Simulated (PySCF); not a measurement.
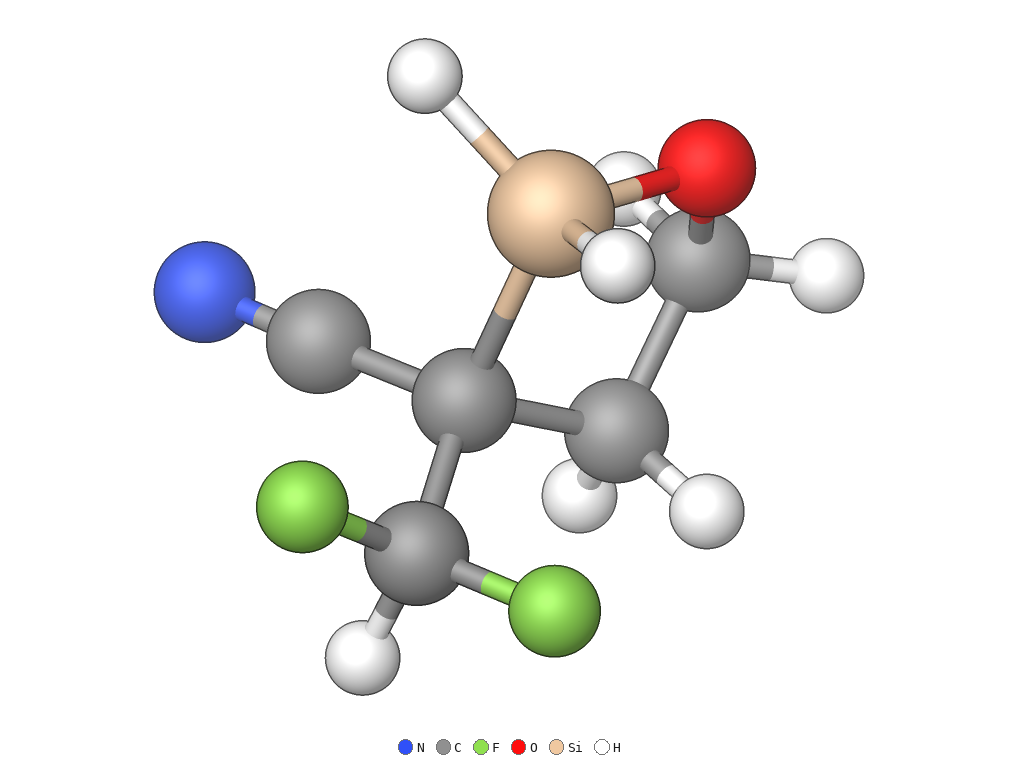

Ball-and-stick drawing of a structure.

Computed geometry: PBE0-D3(BJ)/def2-SVP optimisation. No frequency run is at hand to confirm it as a minimum.

Describe the molecule.

Formula C5H7F2NOSi. Its SMILES string is `N#C[C@@]1(C(F)F)CCO[SiH2]1`. Independent rings (smallest set): 1 of 5 members. Among its groups: nitrile, C–F bond, Si–H bond, Si–O bond. This geometry has C1 symmetry. Coordination, clear cases only: 1 C linear; 4 C tetrahedral; 1 O bent.

More results for the same structure follow; atom numbers are the same in all pictures, views and colours differ.

### Ring current

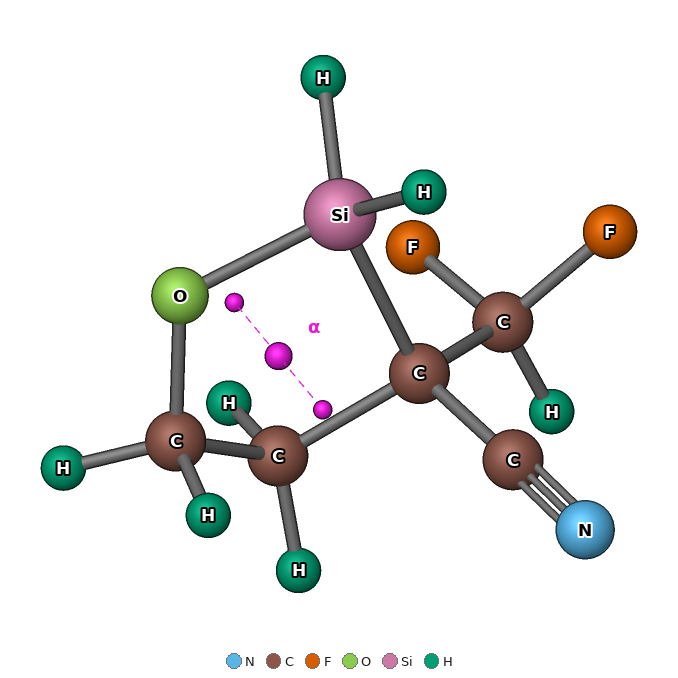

The small points mark where nucleus-independent chemical shifts (NICS) were computed: at the centre of each lettered ring and 1 Å above and below it. No frequency run is at hand to confirm it as a minimum. Method: GIAO PBE0/pcSseg-1 NMR shielding, non-relativistic, IEF-PCM acetonitrile (PySCF 2.14.0).

Give NICS(0), NICS(1) and the out-of-plane component NICS(1)zz for each ring (means of the two sides).

```
ring  members  NICS(0)  NICS(1)  NICS(1)zz
   α    C3OSi     −6.2     −3.3       −3.6
```

Values in ppm.

Question: What do the values say about the ring currents?

Answer: Ring α: weak, as in a non-aromatic ring. NICS is one index among several.

### Polarisability

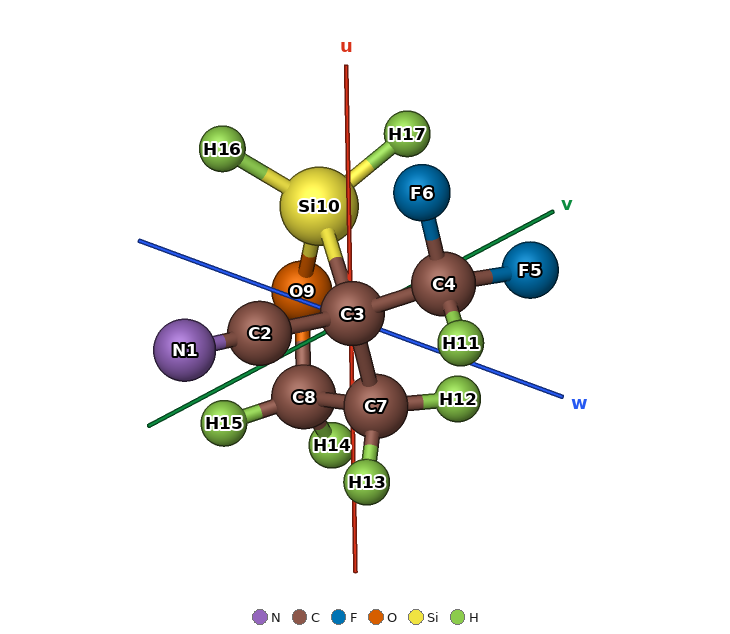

The lines u, v and w are the principal axes of the static dipole polarisability. No frequency run is at hand to confirm it as a minimum. Method: B3LYP/def2-SVPD (PySCF 2.14.0).

Question: Along which axis is the molecule most polarisable, and along which least?

Answer: Most along v, least along w.

Question: Give the three principal values.

Answer: u 87.4, v 95.5, w 83.7 bohr³; mean 88.9, anisotropy 10.5 bohr³.

### NMR shielding

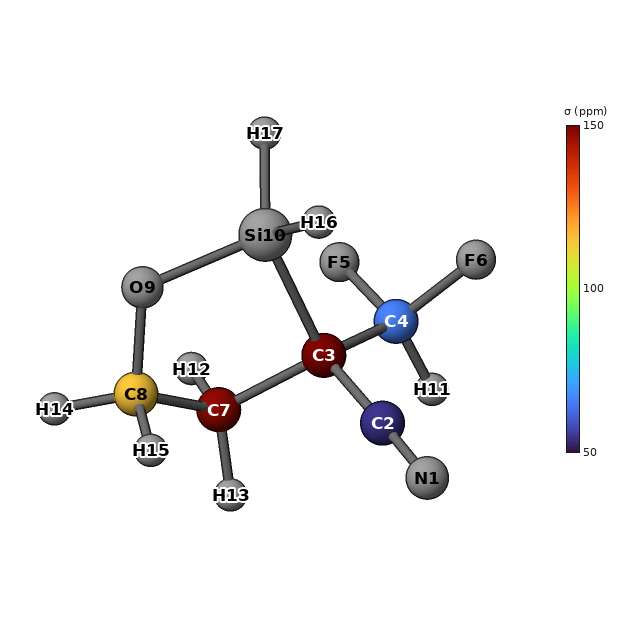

Atoms are coloured by their isotropic NMR shieldings (C only, the others grey). No frequency run is at hand to confirm it as a minimum. Level of theory: GIAO PBE0/pcSseg-1 NMR shielding, non-relativistic, IEF-PCM acetonitrile (PySCF 2.14.0).

List the isotropic NMR shieldings of the C atoms.

```tsv
atom	σ (ppm)
C2	54.8
C3	149.3
C4	65.9
C7	147.5
C8	115.2
```
